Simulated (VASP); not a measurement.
Band structure of BaB$_{2}$ (space group Fm-3m). Computed with PBE GGA, VASP's PBE PAW potentials (set 64) (plane waves; VASP).

Unless said otherwise, spin-orbit coupling is left out, though it shifts the bands of the heavy elements here.

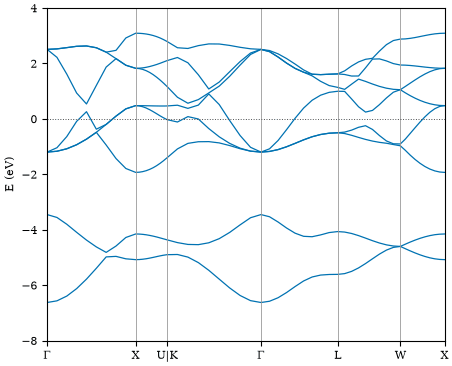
Figure. Bands along high-symmetry lines, zero at the valence-band maximum or, without a gap, the Fermi level

### Question
Read the plot: is there a gap, and where are the band edges?

### Answer
It has no gap at this level: it comes out as a metal or semimetal.

The structure was generated: BaB2 was put into an ordered model structure, which need not be its known phase. The cell was not relaxed at this level. The k-mesh is coarse (spacing up to 0.32 per Å, 2π included), so the numbers may not be converged in it.
